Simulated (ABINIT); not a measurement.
# SnO2 (Cassiterite): G0W0 on several meshes in ABINIT

Aim: the GW shift of SnO2 (Cassiterite) against the k mesh.

Calculated with ABINIT 10.8.3; PBE and many-body steps on it, plane waves.

## Step 1: The structure

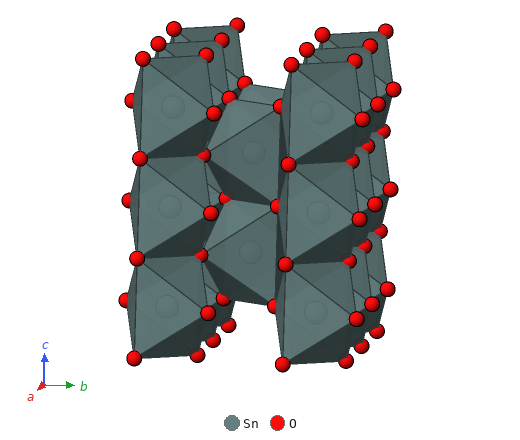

The starting structure, seen slightly off an axis (tin teal, oxygen red). 2×1×2 cells are drawn. Some periodic images of atoms are drawn too.

The cell and positions come from the Crystallography Open Database and are kept as given unless a step says otherwise.

## Step 2: Empty states on the mesh, 2×2×4 mesh, 436 bands

This step: ABINIT 10.8.3; DFT, PBE, plane waves, norm-conserving pseudopotentials.

The sums over transitions need many empty states on a uniform mesh; this step solves for them.

File run.abi:

```
acell 3*1.0 Angstrom
rprim 
  4.738000000000 0.000000000000 0.000000000000
  0.000000000000 4.738000000000 0.000000000000
  0.000000000000 0.000000000000 3.186500000000
ntypat 2
znucl 50 8
natom 6
typat 1 1 2 2 2 2
xred 
  0.000000000000 0.000000000000 0.000000000000
  0.500000000000 0.500000000000 0.500000000000
  0.307100000000 0.307100000000 0.000000000000
  0.192900000000 0.807100000000 0.500000000000
  0.692900000000 0.692900000000 0.000000000000
  0.807100000000 0.192900000000 0.500000000000
pp_dirpath "pseudos"
pseudos "Sn.upf, O.upf"
ecut 42
ngkpt 2 2 4
nshiftk 1
shiftk 0 0 0
kptopt 1
chksymbreak 0
iscf -2
irdden 1
istwfk *1
nband 436
nbdbuf 38
tolwfr 1e-09
nstep 60
prtvol 0
indata_prefix "in"
outdata_prefix "out"
tmpdata_prefix "tmp"
```

Started as:

```
$ OMP_NUM_THREADS=1 mpirun -n 8 abinit run.abi > log
```

Numbers of over 12 decimals in the logs are rounded to 6 here.

What it wrote:

```text
.Version 10.8.3 of ABINIT. v10.8.2 released Aug 2026.

 Symmetries : space group P4_2/m n m (#136); Bravais tP (primitive tetrag.)
[... echo of the input left out ...]
== DATASET  1 ==================================================================
-   mpi_nproc: 8, omp_nthreads: 1 (-1 if OMP is not activated)
-    --> not optimal distribution: autoparal keyword recommended in input file <--

--- !DatasetInfo
iteration_state: {dtset: 1, }
dimensions: {natom: 6, nkpt: 9, mband: 436, nsppol: 1, nspinor: 1, nspden: 1, mpw: 6312, }
cutoff_energies: {ecut:  42.0, pawecutdg:  -1.0, }
[...]
6.39892    6.41270    6.44426    6.44427    6.45116    6.45904    6.47202    6.48152
   6.51990    6.52060    6.53492    6.56541    6.56678    6.57215    6.57410    6.57576
   6.58024    6.58210    6.58942    6.59997
 prteigrs : prtvol=0 or 1, do not print more k-points.

== END DATASET(S) ==============================================================
================================================================================

 -outvars: echo values of variables after computation  --------
            nband         436
             nkpt           9
          spgroup         136
 [... the other variables as echoed above ...]

 Calculation completed.
```

Wall time 7.5 min (8 MPI ranks of Arm Neoverse V1, shared host); peak memory 0.94 GiB; 60 min of CPU time.

Numbers from this step:

```yaml
gap: 1.284 eV
k_of_the_valence_top: 0, 0, 0
k_of_the_conduction_bottom: 0, 0, 0
least_direct_gap: 1.284 eV
k_points_computed: 9
lowest_point_of_the_top_converged_band_above_the_valence_top: 158.8982 eV
```

On this mesh the gap is 1.284 eV.

The density comes from a self-consistent run that is not shown.

## Step 3: Screening, 2×2×4 mesh, 106 bands, screening to 93.3 eV

The RPA dielectric matrix is built and inverted for each q.

This step: RPA screening on PBE, plane waves, norm-conserving pseudopotentials.

run.abi: that of step 2 with these lines changed.

```diff
@@ -24,10 +24,11 @@
 chksymbreak 0
-iscf -2
-irdden 1
 istwfk *1
-nband 436
-nbdbuf 38
-tolwfr 1e-09
-nstep 60
-prtvol 0
+occopt 1
+irdwfk 1
+optdriver 3
+nband 106
+ecuteps 3.43
+inclvkb 2
+awtr 1
+symchi 1
 indata_prefix "in"
```

What it wrote:

```text
.Version 10.8.3 of ABINIT. v10.8.2 released Aug 2026.

 Symmetries : space group P4_2/m n m (#136); Bravais tP (primitive tetrag.)
[... echo of the input left out ...]
== DATASET  1 ==================================================================
-   mpi_nproc: 8, omp_nthreads: 1 (-1 if OMP is not activated)

--- !DatasetInfo
iteration_state: {dtset: 1, }
dimensions: {natom: 6, nkpt: 9, mband: 106, nsppol: 1, nspinor: 1, nspden: 1, mpw: 6312, }
cutoff_energies: {ecut:  42.0, pawecutdg:  -1.0, }
electrons: {nelect:   6.80000000E+01, charge:   0.00000000E+00, occopt:   1.00000000E+00, tsmear:   1.00000000E-02, }

 SCREENING: Calculation of the susceptibility and dielectric matrices

 Based on a program developped by R.W. Godby, V. Olevano, G. Onida, and L. Reining.
 Incorporated in ABINIT by V. Olevano, G.-M. Rignanese, and M. Torrent.
.Using double precision arithmetic ; gwpc =  8

[... cell and pseudopotentials left out ...]
--------------------------------------------------------------------------------

 ==== K-mesh for the wavefunctions ====
 Number of points in the irreducible wedge :     9
[... list of points left out ...]
 Together with 16 symmetry operations and time-reversal symmetry
 yields    16 points in the full Brillouin Zone.

 ==== Q-mesh for the screening function ====
 Number of points in the irreducible wedge :     9
[... list of points left out ...]
 Together with 16 symmetry operations and time-reversal symmetry
 yields    16 points in the full Brillouin Zone.

 setmesh: FFT mesh size selected  =    36x   36x   24
          total number of points  =        31104

 vcoul_init : cutoff-mode = AUXILIARY_FUNCTION
 q-points for optical limit:   1
     1)      0.000010    0.000020    0.000030

- screening: taking advantage of time-reversal symmetry
- Maximum band index for partially occupied states nbvw = 34
- Remaining bands to be divided among processors   nbcw = 72
- Number of bands treated by each node ~9

 Number of electrons calculated from density =   68.0000; Expected =   68.0000
 average of density, n =  0.140867
 r_s =    1.1923
 omega_plasma =   36.2043 [eV]

 calculating chi0 at frequencies [eV] :
  1    0.000000E+00    0.000000E+00
  2    0.000000E+00    3.620427E+01

--------------------------------------------------------------------------------
  q-point number  1        q = ( 0.000000, 0.000000, 0.000000) [r.l.u.]
--------------------------------------------------------------------------------
[... chi0 elements left out ...]
 For q-point:  0.000010 0.000020 0.000030
  dielectric constant =   5.1382
  dielectric constant without local fields =   5.3463

  Average fulfillment of the sum rule on Im[epsilon] for q-point    1 :     42.47  [%]
[... wings left out ...]
  q-point number  2        q = ( 0.500000, 0.000000, 0.000000) [r.l.u.]
--------------------------------------------------------------------------------
[... chi0 elements left out ...]
  Average fulfillment of the sum rule on Im[epsilon] for q-point    2 :     51.23  [%]

 [... 7 further q-points ...]
```

It took 32 s on 8 MPI ranks; peak memory 2.5 GiB; 4.2 min of CPU time.

This step gave:

```yaml
eps_infinity_with_local_fields_on_this_mesh_along_the_program_s_q_direction: 5.138
the_same_without_local_fields: 5.346
plasma_frequency: 36.20 eV
plane_waves_in_the_screening_matrix: 161
```

Local fields lower ε∞ by 4 %. On a Γ-centred mesh this coarse the value itself is usually too large, while a short band sum pulls it down.

## Step 4: 2×2×4

The self-energy is evaluated for the states that the input lists, and the levels follow from it, in one-shot runs by the linearised quasiparticle equation.

This step: G0W0 on PBE, plane waves, norm-conserving pseudopotentials.

run.abi: that of step 3 with these lines changed.

```diff
@@ -27,8 +27,25 @@
 irdwfk 1
-optdriver 3
+optdriver 4
 nband 106
+gwcalctyp 0
+ecutsigx 42
+symsigma 1
+nkptgw 6
+kptgw 
+  0.0000000000 0.0000000000 0.0000000000
+  0.5000000000 0.0000000000 0.0000000000
+  0.5000000000 0.5000000000 0.0000000000
+  0.0000000000 0.0000000000 0.5000000000
+  0.5000000000 0.0000000000 0.5000000000
+  0.5000000000 0.5000000000 0.5000000000
+bdgw 
+  32 36
+  33 36
+  33 36
+  33 36
+  33 36
+  33 36
 ecuteps 3.43
-inclvkb 2
-awtr 1
-symchi 1
+irdscr 1
+ppmodel 1
 indata_prefix "in"
```

What it wrote:

```text
.Version 10.8.3 of ABINIT. v10.8.2 released Aug 2026.

 Symmetries : space group P4_2/m n m (#136); Bravais tP (primitive tetrag.)
[... echo of the input left out ...]
== DATASET  1 ==================================================================
-   mpi_nproc: 8, omp_nthreads: 1 (-1 if OMP is not activated)

--- !DatasetInfo
iteration_state: {dtset: 1, }
dimensions: {natom: 6, nkpt: 9, mband: 106, nsppol: 1, nspinor: 1, nspden: 1, mpw: 6312, }
cutoff_energies: {ecut:  42.0, pawecutdg:  -1.0, }
electrons: {nelect:   6.80000000E+01, charge:   0.00000000E+00, occopt:   1.00000000E+00, tsmear:   1.00000000E-02, }

 SIGMA: Calculation of the GW corrections

 Based on a program developped by R.W. Godby, V. Olevano, G. Onida, and L. Reining.
 Incorporated in ABINIT by V. Olevano, G.-M. Rignanese, and M. Torrent.
.Using double precision arithmetic ; gwpc =  8

[... cell and pseudopotentials left out ...]
--------------------------------------------------------------------------------

 ==== K-mesh for the wavefunctions ====
 Number of points in the irreducible wedge :     9
[... list of points left out ...]
 Together with 16 symmetry operations and time-reversal symmetry
 yields    16 points in the full Brillouin Zone.

 ==== Q-mesh for screening function ====
 Number of points in the irreducible wedge :     9
[... list of points left out ...]
 Together with 16 symmetry operations and time-reversal symmetry
 yields    16 points in the full Brillouin Zone.

 vcoul_init : cutoff-mode = AUXILIARY_FUNCTION
 q-points for optical limit:   1
     1)      0.000010    0.000020    0.000030
 setmesh: FFT mesh size selected  =    54x   54x   36
          total number of points  =       104976

 Number of electrons calculated from density =   68.0000; Expected =   68.0000
 average of density, n =  0.140867
 r_s =    1.1923
 omega_plasma =   36.2043 [eV]

 === KS Band Gaps ===
  >>>> For spin  1
   Minimum direct gap =   1.2836 [eV], located at k-point      :   0.0000  0.0000  0.0000
   Fundamental gap    =   1.2836 [eV], Top of valence bands at :   0.0000  0.0000  0.0000
                                       Bottom of conduction at :   0.0000  0.0000  0.0000
 SIGMA fundamental parameters:
 PLASMON POLE MODEL  1
 number of plane-waves for SigmaX                 6273
 number of plane-waves for SigmaC and W            161
 number of plane-waves for wavefunctions          6273
 number of bands                                   106
 number of independent spin polarizations            1
 number of spinorial components                      1
 number of k-points in IBZ                           9
 number of q-points in IBZ                           9
 number of symmetry operations                      16
 number of k-points in BZ                           16
 number of q-points in BZ                           16
 number of frequencies for dSigma/dE                 9
 frequency step for dSigma/dE [eV]                0.25
 number of omega for Sigma on real axis              0
 max omega for Sigma on real axis  [eV]           0.00
 zcut for avoiding poles [eV]                     0.10

 EPSILON^-1 parameters (SCR file):
 dimension of the eps^-1 matrix on file            161
 dimension of the eps^-1 matrix used               161
 number of plane-waves for wavefunctions          6273
 number of bands                                   106
 number of q-points in IBZ                           9
 number of frequencies                               2
 number of real frequencies                          1
 number of imag frequencies                          1

 matrix elements of self-energy operator (all in [eV])

 Perturbative Calculation

--- !SelfEnergy_ee
iteration_state: {dtset: 1, }
kpoint     : [   0.000,    0.000,    0.000, ]
spin       : 1
KS_gap     :    1.284
QP_gap     :    2.652
Delta_QP_KS:    1.368
data: !SigmaeeData |
     Band     E0 <VxcDFT>   SigX SigC(E0)      Z dSigC/dE  Sig(E)    E-E0       E
       32   6.013 -20.019 -25.554   5.238   0.794  -0.259 -20.255  -0.236   5.777
       33   6.013 -20.019 -25.554   5.238   0.794  -0.259 -20.255  -0.236   5.777
       34   6.777 -20.354 -26.147   5.497   0.794  -0.260 -20.589  -0.235   6.542
       35   8.061 -16.496 -12.268  -2.888   0.846  -0.183 -15.363   1.133   9.194
       36  12.920 -16.300 -10.641  -3.621   0.840  -0.190 -14.587   1.713  14.632

--- !SelfEnergy_ee
iteration_state: {dtset: 1, }
kpoint     : [   0.500,    0.000,    0.000, ]
spin       : 1
KS_gap     :    5.069
QP_gap     :    6.967
Delta_QP_KS:    1.898
data: !SigmaeeData |
     Band     E0 <VxcDFT>   SigX SigC(E0)      Z dSigC/dE  Sig(E)    E-E0       E
       33   6.148 -19.923 -25.544   5.269   0.795  -0.258 -20.203  -0.280   5.867
[...]
--- !SelfEnergy_ee
iteration_state: {dtset: 1, }
kpoint     : [   0.500,    0.500,    0.000, ]
spin       : 1
KS_gap     :    5.725
QP_gap     :    7.904
Delta_QP_KS:    2.180
data: !SigmaeeData |
     Band     E0 <VxcDFT>   SigX SigC(E0)      Z dSigC/dE  Sig(E)    E-E0       E
[...]
--- !SelfEnergy_ee
iteration_state: {dtset: 1, }
kpoint     : [   0.000,    0.000,    0.500, ]
spin       : 1
KS_gap     :    7.473
QP_gap     :   10.097
Delta_QP_KS:    2.623
data: !SigmaeeData |
     Band     E0 <VxcDFT>   SigX SigC(E0)      Z dSigC/dE  Sig(E)    E-E0       E
[...]
--- !SelfEnergy_ee
iteration_state: {dtset: 1, }
kpoint     : [   0.500,    0.000,    0.500, ]
spin       : 1
KS_gap     :    7.199
QP_gap     :    9.473
Delta_QP_KS:    2.274
data: !SigmaeeData |
     Band     E0 <VxcDFT>   SigX SigC(E0)      Z dSigC/dE  Sig(E)    E-E0       E
[...]
--- !SelfEnergy_ee
iteration_state: {dtset: 1, }
kpoint     : [   0.500,    0.500,    0.500, ]
spin       : 1
KS_gap     :    5.756
QP_gap     :    7.859
Delta_QP_KS:    2.103
data: !SigmaeeData |
     Band     E0 <VxcDFT>   SigX SigC(E0)      Z dSigC/dE  Sig(E)    E-E0       E
[...]
34   5.951 -19.569 -25.632   5.560   0.791  -0.263 -19.968  -0.399   5.552
       35  11.707 -17.029 -11.679  -3.323   0.841  -0.189 -15.325   1.705  13.412
       36  11.707 -17.029 -11.679  -3.323   0.841  -0.189 -15.325   1.705  13.412

== END DATASET(S) ==============================================================
================================================================================

 -outvars: echo values of variables after computation  --------
           etotal      0.0000000000E+00
            nband         106
             nkpt           9
          spgroup         136
 [... the other variables as echoed above ...]

 Calculation completed.
```

Wall time 9.9 s (8 MPI ranks); peak memory 1.6 GiB; 78 s of CPU time.

Numbers from this step:

| Item | Value |
| --- | --- |
| G0W0 gap on the mesh | 2.652 eV |
| starting gap on the mesh | 1.284 eV |
| k of the valence top | 0, 0, 0 |
| k of the conduction bottom | 0, 0, 0 |
| Z at the valence top | 0.794 |
| Z at the conduction bottom | 0.846 |
| least direct G0W0 gap on the computed points | 2.652 eV |

The gap on the mesh goes from 1.28 eV to 2.65 eV, a correction of +1.37 eV.

## Step 5: Empty states on the mesh, 2×2×2 mesh, 116 bands

This step: DFT, PBE, plane waves, norm-conserving pseudopotentials.

File run.abi:

```
acell 3*1.0 Angstrom
rprim 
  4.738000000000 0.000000000000 0.000000000000
  0.000000000000 4.738000000000 0.000000000000
  0.000000000000 0.000000000000 3.186500000000
ntypat 2
znucl 50 8
natom 6
typat 1 1 2 2 2 2
xred 
  0.000000000000 0.000000000000 0.000000000000
  0.500000000000 0.500000000000 0.500000000000
  0.307100000000 0.307100000000 0.000000000000
  0.192900000000 0.807100000000 0.500000000000
  0.692900000000 0.692900000000 0.000000000000
  0.807100000000 0.192900000000 0.500000000000
pp_dirpath "pseudos"
pseudos "Sn.upf, O.upf"
ecut 42
ngkpt 2 2 2
nshiftk 1
shiftk 0 0 0
kptopt 1
chksymbreak 0
iscf -2
irdden 1
istwfk *1
nband 116
nbdbuf 10
tolwfr 1e-09
nstep 60
prtvol 0
indata_prefix "in"
outdata_prefix "out"
tmpdata_prefix "tmp"
```

Started as:

```
$ OMP_NUM_THREADS=1 mpirun -n 6 abinit run.abi > log
```

What it wrote:

```text
.Version 10.8.3 of ABINIT. v10.8.2 released Aug 2026.

 Symmetries : space group P4_2/m n m (#136); Bravais tP (primitive tetrag.)
[... echo of the input left out ...]
== DATASET  1 ==================================================================
-   mpi_nproc: 6, omp_nthreads: 1 (-1 if OMP is not activated)

--- !DatasetInfo
iteration_state: {dtset: 1, }
dimensions: {natom: 6, nkpt: 6, mband: 116, nsppol: 1, nspinor: 1, nspden: 1, mpw: 6312, }
cutoff_energies: {ecut:  42.0, pawecutdg:  -1.0, }
[...]
2.02430    2.03781    2.05649    2.08814    2.08964    2.09067    2.09067    2.14021
   2.16829    2.18158    2.18158    2.19235    2.23256    2.25130    2.29754    2.29754
   2.33279    2.34352    2.34355    2.37401
 prteigrs : prtvol=0 or 1, do not print more k-points.

== END DATASET(S) ==============================================================
================================================================================

 -outvars: echo values of variables after computation  --------
            nband         116
             nkpt           6
          spgroup         136
 [... the other variables as echoed above ...]

 Calculation completed.
```

It took 23 s on 6 MPI ranks; peak memory 0.51 GiB; 2.3 min of CPU time.

This step gave:

- gap: 1.284 eV
- k of the valence top: 0, 0, 0
- k of the conduction bottom: 0, 0, 0
- least direct gap: 1.284 eV
- k points computed: 6
- lowest point of the top converged band, above the valence top: 49.73 eV

On this mesh the gap is 1.284 eV.

## Step 6: Screening, 2×2×2 mesh, 106 bands, screening to 93.3 eV

This step: RPA screening on PBE, plane waves, norm-conserving pseudopotentials.

run.abi: that of step 5 with these lines changed.

```diff
@@ -24,10 +24,11 @@
 chksymbreak 0
-iscf -2
-irdden 1
 istwfk *1
-nband 116
-nbdbuf 10
-tolwfr 1e-09
-nstep 60
-prtvol 0
+occopt 1
+irdwfk 1
+optdriver 3
+nband 106
+ecuteps 3.43
+inclvkb 2
+awtr 1
+symchi 1
 indata_prefix "in"
```

Started as:

```
$ OMP_NUM_THREADS=1 mpirun -n 8 abinit run.abi > log
```

What it wrote:

```text
.Version 10.8.3 of ABINIT. v10.8.2 released Aug 2026.

 Symmetries : space group P4_2/m n m (#136); Bravais tP (primitive tetrag.)
[... echo of the input left out ...]
== DATASET  1 ==================================================================
-   mpi_nproc: 8, omp_nthreads: 1 (-1 if OMP is not activated)

--- !DatasetInfo
iteration_state: {dtset: 1, }
dimensions: {natom: 6, nkpt: 6, mband: 106, nsppol: 1, nspinor: 1, nspden: 1, mpw: 6312, }
cutoff_energies: {ecut:  42.0, pawecutdg:  -1.0, }
electrons: {nelect:   6.80000000E+01, charge:   0.00000000E+00, occopt:   1.00000000E+00, tsmear:   1.00000000E-02, }

 SCREENING: Calculation of the susceptibility and dielectric matrices

 Based on a program developped by R.W. Godby, V. Olevano, G. Onida, and L. Reining.
 Incorporated in ABINIT by V. Olevano, G.-M. Rignanese, and M. Torrent.
.Using double precision arithmetic ; gwpc =  8

[... cell and pseudopotentials left out ...]
--------------------------------------------------------------------------------

 ==== K-mesh for the wavefunctions ====
 Number of points in the irreducible wedge :     6
[... list of points left out ...]
 Together with 16 symmetry operations and time-reversal symmetry
 yields     8 points in the full Brillouin Zone.

 ==== Q-mesh for the screening function ====
 Number of points in the irreducible wedge :     6
[... list of points left out ...]
 Together with 16 symmetry operations and time-reversal symmetry
 yields     8 points in the full Brillouin Zone.

 setmesh: FFT mesh size selected  =    36x   36x   24
          total number of points  =        31104

 vcoul_init : cutoff-mode = AUXILIARY_FUNCTION
 q-points for optical limit:   1
     1)      0.000010    0.000020    0.000030

- screening: taking advantage of time-reversal symmetry
- Maximum band index for partially occupied states nbvw = 34
- Remaining bands to be divided among processors   nbcw = 72
- Number of bands treated by each node ~9

 Number of electrons calculated from density =   68.0000; Expected =   68.0000
 average of density, n =  0.140867
 r_s =    1.1923
 omega_plasma =   36.2043 [eV]

 calculating chi0 at frequencies [eV] :
  1    0.000000E+00    0.000000E+00
  2    0.000000E+00    3.620427E+01

--------------------------------------------------------------------------------
  q-point number  1        q = ( 0.000000, 0.000000, 0.000000) [r.l.u.]
--------------------------------------------------------------------------------
[... chi0 elements left out ...]
 For q-point:  0.000010 0.000020 0.000030
  dielectric constant =   6.8698
  dielectric constant without local fields =   7.1829

  Average fulfillment of the sum rule on Im[epsilon] for q-point    1 :     42.42  [%]
[... wings left out ...]
  q-point number  2        q = ( 0.500000, 0.000000, 0.000000) [r.l.u.]
--------------------------------------------------------------------------------
[... chi0 elements left out ...]
  Average fulfillment of the sum rule on Im[epsilon] for q-point    2 :     51.22  [%]

 [... 4 further q-points ...]
```

Elapsed: 17 s, on 8 MPI ranks; peak memory 1.9 GiB; 2.2 min of CPU time.

This step gave:

- ε∞ with local fields, on this mesh, along the program's q direction: 6.870
- the same without local fields: 7.183
- plasma frequency: 36.20 eV
- plane waves in the screening matrix: 161

(Continued in part 2 of 2.)

[Paths, hosts, dates, memory and timing lines, banners, echoed tables and standing remarks are left out of the program output.]

[Logs are printed without paths, hosts, clocks, repeated set-up lines and the standing remarks that a program may print on its own settings, such as how far it seeks lower states.]

[Runs of the session that timed out or met a known fault of the program may be left out.]

[Hosts, paths, dates, database ids (printed as entryN), source tags and the programs' standing remarks are cut or masked in the printed files.]

[G0W0 gaps are taken among the corrected bands and points alone; a level outside them can change the order at an edge.]

[Where Ansatz stands beside ABINIT at settings called matched, ABINIT's density can come from a denser mesh and the files from another edition; pairs whose starting gaps differed by over 0.03 eV were left out, so agreement reads better than it is.]
